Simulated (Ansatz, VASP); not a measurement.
**NiO: VASP beside Ansatz**

Aim: how closely do two programs agree when they are given the same cell, functional and k mesh?

Program: Ansatz 0.2.0. Level of theory: plane waves, with VASP 6.6.1 beside it; relaxation of cell and atoms at PBE. Results are calculated unless marked as measured.

### 1. The starting structure

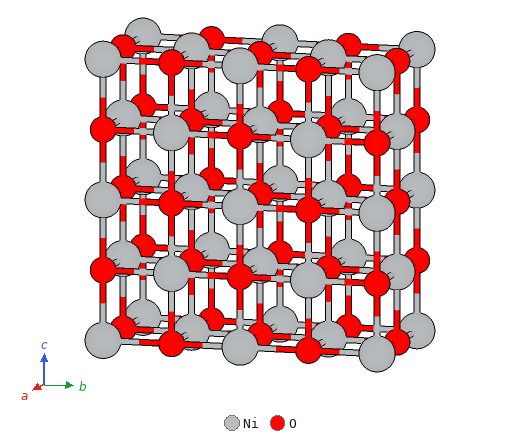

Start, viewed slightly off an axis; nickel light grey, oxygen red. 1×2×2 cells are drawn. This picture shows the conventional cell, with its axes. Some periodic images of atoms are drawn too.

### 2. Ansatz: relaxation of cell and atoms, PBE

Ansatz runs on its default PAW (the set named soft_2) files.

The relaxed volume is the usual yardstick between codes: its relative difference is about their pressure difference at one cell divided by the bulk modulus.

Input file input.yaml:

```yaml
crystal:
  lattice:
    - [0.0, 2.0859016414, 2.0859016414]
    - [2.0859016414, 0.0, 2.0859016414]
    - [2.0859016414, 2.0859016414, 0.0]
  atoms:
    - { symbol: Ni, position: [0.0, 0.0, 0.0], spin: 1.0 }
    - { symbol: O, position: [0.5, 0.5, 0.5] }
hamiltonian:
  xc: pbe
  pseudopotentials: { kind: paw }
magnetization:
  spin_polarized: true
kpoints:
  mp_grid: { grid: [9, 9, 9] }
scf:
  occupations: { method: fermi_dirac, width: 0.05 }
relax:
  f_tol: 0.01
  max_steps: 60
  cell: { stress_tol: 0.05 }
output:
  forces: true
  stress: true
  write_density: true
  write_potential: true
  elf: true
  volumetric_format: npy
```

Run with:

```
$ ansatz run input.yaml --threads 4 --pin off --max-ram 9216MiB --backend cpu --events-out ev --progress --plain --runs-dir out
```

Numbers of over 12 decimals in the logs are rounded to 6 here.

Log:

```text
Engine: ansatz 0.2.0, x86_64-unknown-linux-gnu
Pseudopotentials: kind: paw
Pseudopotential: Ni, paw, valence charge 18, recommended cutoff 420 eV (normal), Ni.paw.azcp
Pseudopotential: O, paw, valence charge 6, recommended cutoff 420 eV (normal), O.paw.azcp
Functional definition: PBE
  parameter kappa = 0.804
  parameter beta = 0.066725
  exchange = pbe_x(kappa = kappa, mu = beta*pi^2/3)
  correlation = pbe_c(beta = beta)
Crystal: 2 atoms, lattice volume = 18.151 Å³
Basis set: ecut = 420 eV, 339 PW (Γ), exchange–correlation on 40×40×40 points (8 copies of the dense FFT grid, shifted against one another)
Bands: 17, of which v1, the nominal top of the filled ones, is band 12 counted from 1 (11 counted from 0)
Symmetry: 48 space group operations
Space group: Fm-3m (ITA 225), of the structure as read, at distance tolerance 2.6e-5 Å
Magnetic group: BNS 225.116 (UNI 1618), of the structure as read, at distance tolerance 2.6e-5 Å
k-points: 35 of 729
Non-local potential: Ni, projectors of the file, l = 0: 3, l = 1: 2, l = 2: 3, l = 3: 1
Non-local potential: O, projectors of the file, l = 0: 2, l = 1: 2, l = 2: 1
PAW form: soft (Blöchl's): semilocal exchange-correlation on the pseudo side does not see the compensation charge
PAW one-centre angular grid: Ni, 590 points (default); XC on 64 Gauss nodes
PAW one-centre angular grid: O, 110 points (default); XC on 64 Gauss nodes
Initial density: superposition of atomic densities (chi_scale 0.1, normalization cell, long waves kept (reshape's long-wave potential 0.00 eV rms))
Starting moments: Σ|m| = 1 μB on 1 of 2 sites
Initial wavefunctions: pseudopotential atomic-orbital guess
Functional: x = pbe(κ = 0.804, μ = 0.219515), c = pbe(β = 0.066725)
SCF iter   1: F=—  HF=-6404.551957 eV  |F-HF|=—  |Δ(HF+E_count)|=         —  Δρ=1.46e-1 (↑1.06e-1 ↓1.46e-1)  dr2=7.88e0  dr2_m=1.03e-1  M=0.880 μB ∫|m|=0.880 μB  β_m=0.30  ethr=3.10e-3  ⟨swp⟩=5.7  Hψ=5282  notcnv=0
Mixer restart at iter 1: flushing history
preconditioner: auto → none  [metal: Δε(μ)=0.051 eV  Ē_g=14.108 eV  σ=0.050 eV  W_gap=0.25  n_scr=8 (ndim 8)  ℏωp=34.9 eV  f_vac=0.000  D(μ)=1.71/eV (n_scr^D=14)  sad-step TF]
SCF iter   2: F=—  HF=-6405.084802 eV  |F-HF|=—  |Δ(HF+E_count)|=   5.33e-1  Δρ=5.85e-2 (↑3.71e-2 ↓5.85e-2)  dr2=9.25e-1  dr2_m=5.66e-2  M=0.986 μB ∫|m|=0.986 μB  β_m=0.36  ethr=3.10e-3  ⟨swp⟩=3.0  Hψ=3019  notcnv=0  defer=9
SCF iter   3: F=—  HF=-6405.476320 eV  |F-HF|=—  |Δ(HF+E_count)|=   3.92e-1  Δρ=3.06e-2 (↑1.87e-2 ↓3.06e-2)  dr2=1.73e-1  dr2_m=2.73e-2  M=1.033 μB ∫|m|=1.034 μB  β_m=0.59  ethr=3.10e-3  ⟨swp⟩=2.0  Hψ=2054  notcnv=0  defer=6
SCF iter   4: F=—  HF=-6405.648768 eV  |F-HF|=—  |Δ(HF+E_count)|=         —  Δρ=3.50e-2 (↑2.37e-2 ↓3.50e-2)  dr2=2.16e-2  dr2_m=1.41e-1  M=1.331 μB ∫|m|=1.333 μB  β_m=0.59  ethr=7.23e-4  ⟨swp⟩=2.3  Hψ=1988  notcnv=0  defer=6
Mixer restart at iter 4: flushing history
SCF iter   5: F=—  HF=-6405.660223 eV  |F-HF|=—  |Δ(HF+E_count)|=   1.15e-2  Δρ=2.44e-2 (↑2.44e-2 ↓1.65e-2)  dr2=1.07e-2  dr2_m=6.78e-2  M=1.405 μB ∫|m|=1.408 μB  β_m=0.79  ethr=8.98e-5  ⟨swp⟩=2.5  Hψ=2803  notcnv=0  defer=13
SCF iter   6: F=—  HF=-6405.725187 eV  |F-HF|=—  |Δ(HF+E_count)|=   6.50e-2  Δρ=5.21e-2 (↑1.70e-2 ↓5.21e-2)  dr2=2.43e-1  dr2_m=1.64e-1  M=1.688 μB ∫|m|=1.692 μB  β_m=0.18  ethr=4.46e-5  ⟨swp⟩=3.0  Hψ=2583  notcnv=0  defer=13  recentre
SCF iter   7: F=—  HF=-6405.672052 eV  |F-HF|=—  |Δ(HF+E_count)|=   5.31e-2  Δρ=2.18e-2 (↑2.18e-2 ↓1.49e-2)  dr2=7.71e-3  dr2_m=5.46e-2  M=1.621 μB ∫|m|=1.626 μB  β_m=0.10  ethr=4.46e-5  ⟨swp⟩=2.9  Hψ=3090  notcnv=0  defer=19
SCF iter   8: F=—  HF=-6405.666251 eV  |F-HF|=—  |Δ(HF+E_count)|=   5.80e-3  Δρ=6.25e-3 (↑5.73e-3 ↓6.25e-3)  dr2=4.15e-3  dr2_m=2.48e-3  M=1.766 μB ∫|m|=1.774 μB  β_m=0.35  ethr=3.21e-5  ⟨swp⟩=2.0  Hψ=2219  notcnv=0  defer=19
SCF iter   9: F=—  HF=-6405.670223 eV  |F-HF|=—  |Δ(HF+E_count)|=   3.97e-3  Δρ=4.76e-3 (↑3.53e-3 ↓4.76e-3)  dr2=1.73e-3  dr2_m=1.85e-3  M=1.759 μB ∫|m|=1.767 μB  β_m=0.58  ethr=1.73e-5  ⟨swp⟩=2.1  Hψ=1878  notcnv=0  defer=19
SCF iter  10: F=—  HF=-6405.671013 eV  |F-HF|=—  |Δ(HF+E_count)|=   7.90e-4  Δρ=2.27e-3 (↑1.45e-3 ↓2.27e-3)  dr2=9.86e-5  dr2_m=5.66e-4  M=1.754 μB ∫|m|=1.761 μB  β_m=0.55  ethr=7.22e-6  ⟨swp⟩=2.0  Hψ=1964  notcnv=0  defer=19
SCF iter  11: F=—  HF=-6405.670948 eV  |F-HF|=—  |Δ(HF+E_count)|=   6.51e-5  Δρ=3.48e-4 (↑1.00e-4 ↓3.48e-4)  dr2=6.89e-6  dr2_m=8.00e-6  M=1.749 μB ∫|m|=1.756 μB  β_m=0.78  ethr=4.11e-7  ⟨swp⟩=2.1  Hψ=1860  notcnv=0  defer=19
SCF iter  12: F=—  HF=-6405.671016 eV  |F-HF|=—  |Δ(HF+E_count)|=   6.81e-5  Δρ=8.45e-4 (↑7.66e-4 ↓8.45e-4)  dr2=5.22e-6  dr2_m=1.07e-4  M=1.752 μB ∫|m|=1.759 μB  β_m=0.78  ethr=2.87e-8  ⟨swp⟩=2.0  Hψ=2010  notcnv=0  defer=19
SCF iter  13: F=—  HF=-6405.671014 eV  |F-HF|=—  |Δ(HF+E_count)|=   2.54e-6  Δρ=8.35e-5 (↑6.32e-5 ↓8.35e-5)  dr2=2.73e-7  dr2_m=8.31e-7  M=1.749 μB ∫|m|=1.757 μB  β_m=0.77  ethr=2.17e-8  ⟨swp⟩=2.0  Hψ=1972  notcnv=0  defer=19
SCF iter  14: F=—  HF=-6405.671014 eV  |F-HF|=—  |Δ(HF+E_count)|=   2.21e-8  Δρ=1.41e-5 (↑1.41e-5 ↓1.29e-5)  dr2=2.61e-10  dr2_m=3.02e-8  M=1.749 μB ∫|m|=1.757 μB  β_m=0.88  ethr=1.14e-9  ⟨swp⟩=2.1  Hψ=1648  notcnv=0  defer=19
SCF iter  15: F=-6405.671014 eV  HF=-6405.671014 eV  |F-HF|=1.55e-9  |Δ(HF+E_count)|=   1.26e-9  Δρ=3.47e-6 (↑1.16e-6 ↓3.47e-6)  dr2=1.80e-9  dr2_m=6.32e-10  M=1.750 μB ∫|m|=1.757 μB  ethr=1.09e-12  ⟨swp⟩=4.1  Hψ=6096  notcnv=0
SCF 1 converged in 15 iterations: F = -6405.671014 eV  dr2 = 1.80e-9
  greatest PAW one-centre occupation: 1.002 electrons in one spin orbital (limit 2), on the Ni atom at site 0 (counted from 0), in its partial waves of l = 1
relax step   1: F+E_penalty+E_count = -6405.67101379 eV  Δ(F+E_penalty+E_count) = +0.000e0 eV  max|allowed force component| = 8.579e-30 eV/Å  Δτ_max = 0.0000 Å  P = +5.967 GPa  Ω = 18.151 Å³  (15 SCF iters, dr2 threshold 1.00e-7 eV, accepted)
[...]
relax step   2: F+E_penalty+E_count = -6405.67716816 eV  Δ(F+E_penalty+E_count) = -6.154e-3 eV  max|allowed force component| = 5.621e-30 eV/Å  Δτ_max = 0.0000 Å  P = +3.143 GPa  Ω = 18.412 Å³  energy of the carried Pulay correction = -1.217e-3 eV  (9 SCF iters, dr2 threshold 2.00e-7 eV, accepted)
[...]
relax step   3: F+E_penalty+E_count = -6405.67884193 eV  Δ(F+E_penalty+E_count) = -1.674e-3 eV  max|allowed force component| = 3.418e-30 eV/Å  Δτ_max = 0.0000 Å  P = +0.170 GPa  Ω = 18.711 Å³  energy of the carried Pulay correction = -2.592e-3 eV  (8 SCF iters, dr2 threshold 2.00e-7 eV, accepted)
[...]
relax step   4: F+E_penalty+E_count = -6405.67877216 eV  Δ(F+E_penalty+E_count) = +6.977e-5 eV  max|allowed force component| = 5.522e-30 eV/Å  Δτ_max = 0.0000 Å  P = +0.004 GPa  Ω = 18.728 Å³  energy of the carried Pulay correction = -2.671e-3 eV  (7 SCF iters, dr2 threshold 7.19e-8 eV, accepted)
[...]
relax step   5: F+E_penalty+E_count = -6405.68198123 eV  Δ(F+E_penalty+E_count) = -3.209e-3 eV  max|allowed force component| = 3.057e-30 eV/Å  Δτ_max = 0.0000 Å  P = +0.223 GPa  Ω = 18.728 Å³  stress off target by 2.23e-1 GPa  SCF on the basis re-selected at this cell (its energy is not comparable with the rows above)  (13 SCF iters)
[...]
relax step   6: F+E_penalty+E_count = -6405.68189418 eV  Δ(F+E_penalty+E_count) = +8.705e-5 eV  max|allowed force component| = 3.155e-30 eV/Å  Δτ_max = 0.0000 Å  P = +0.008 GPa  Ω = 18.751 Å³  energy of the carried Pulay correction = -1.039e-4 eV  (8 SCF iters, dr2 threshold 1.25e-7 eV, accepted)
[...]
relax step   7: F+E_penalty+E_count = -6405.68195922 eV  Δ(F+E_penalty+E_count) = -6.504e-5 eV  max|allowed force component| = 3.583e-30 eV/Å  Δτ_max = 0.0000 Å  P = +0.012 GPa  Ω = 18.751 Å³  stress off target by 1.23e-2 GPa  SCF on the basis re-selected at this cell (its energy is not comparable with the rows above)  (7 SCF iters)
basis re-selected at this cell: Δ(F+E_penalty+E_count) = -6.504e-5 eV, ΔP = +0.004 GPa vs the last step (what re-selecting the basis moved, of the pressure what is left beyond the Pulay correction that the steps carried, after the strain that the cell walked since its last selection, with what the two solves' SCF thresholds leave and, on support functions, any second-order correction that the steps lacked; it is no m [...]
SCF converged after 7 iterations
Magnetization: 1.8132 μB (12.9066 up, 11.0934 down)
Absolute magnetization: 1.8215 μB (∫|ρ↑−ρ↓|, with the PAW one-centre terms)
Spin contamination: 0.0059 ħ² per cell (⟨S²⟩ above its minimum at these occupations)
Per-site moments (μB) at R_I (Å): [(1.462764, 0.869812), (0.295206, 0.869812)]
Free energy (F): -6405.681959 eV
Harris-Foulkes:  -6405.681959 eV  (|F-HF|=9.09e-13)
Internal energy: -6405.673713 eV  (E = F + TS)
E sigma→0 (E₀):  -6405.677836 eV
Entropy (-TS):   -0.008247 eV (-4.123 meV/atom)
Fermi energy:    13.854004 eV
--- Per-component energies (eV) ---
  E_band       = -339.607283
  E_kinetic    = 450.906454
  E_local      = -4047.591900  (includes V_loc(G=0)·N_el)
  E_nonlocal   = 692.644236
  E_hartree    = 1665.822680
  E_xc         = -155.670554
  E_vxc        = -199.657654  (∫ρ·V_xc dr)
  E_paw        = -1792.080342  (= ΣΔE_a)
  E_vpaw       = -567.556745  (= ΣTr[D̂ρ^β])
  E_aug_tail   = 0.002957  (compensation charges beyond the density's cutoff)
  E_ewald      = -3219.707244
  E_smearing   = -0.008247  (= −TS)
  E_closure    = -0.000000  (closes the sum)
  Σ components = -6405.681959   (vs F -6405.681959, Δ=0.00e0)
--- Forces (eV/Å), atoms counted from 1 ---
  atom   1  Ni    -0.00000000     0.00000000    -0.00000000
  atom   2  O      0.00000000    -0.00000000    -0.00000000
  max |Σ_I F_I| component: 5.46e-30 eV/Å
--- Stress (GPa, compression-positive) ---
        0.012324      -0.000000      -0.000000
       -0.000000       0.012324      -0.000000
       -0.000000      -0.000000       0.012324
  P = ⅓ Tr σ = 0.0123 GPa (0.123 kbar)
--- Band table (eV; the first three rows and the last of 70) ---
  k-point 0 ↑: bands = [... 8 lower, 10.9343, 10.9343, 11.2216, 11.2216, 11.2216, 15.1467, 31.4896, 32.4228, ... 1 higher]
  k-point 1 ↑: bands = [... 8 lower, 11.2289, 11.2289, 11.5512, 11.8921, 11.8921, 15.9793, 29.0734, 31.9107, ... 1 higher]
  k-point 2 ↑: bands = [... 8 lower, 11.4393, 11.4393, 11.8090, 12.8262, 12.8262, 17.5109, 26.3699, 30.2781, ... 1 higher]
  k-point 34 ↓: bands = [... 8 lower, 12.6559, 12.8974, 13.1334, 14.1730, 14.9386, 22.4961, 24.2353, 24.7462, ... 1 higher]
--- Relaxed structure (5 steps of the walk, 5 accepted, 2 SCFs on fresh bases) ---
  F+E_penalty+E_count = -6405.68195922 eV   max|allowed force component| = 3.583e-30 eV/Å   (the final SCF, on the basis selected at the relaxed cell)
  cell:  # Å, volume = 18.7514 Å³
    - [0, 2.108636, 2.108636]
    - [2.108636, 0, 2.108636]
    - [2.108636, 2.108636, 0]
  atoms:
    - { symbol: Ni, position: [0, 0, 0] }
    - { symbol: O, position: [0.5, 0.5, 0.5] }
```

It took 4.1 s on 4 threads of Intel Xeon Platinum 8375C at 2.90GHz (Ice Lake), shared host; peak memory 0.39 GiB.

(Continued in part 2 of 2.)

[Lines on the potential files, build, host, timing and source positions are cut from VASP's logs without a mark.]

[Logs are printed without paths, hosts, clocks, repeated set-up lines and the standing remarks that a program may print on its own settings, such as how far it seeks lower states.]

[Hosts, paths, dates, database ids (printed as entryN), source tags and the programs' standing remarks are cut or masked in the printed files.]
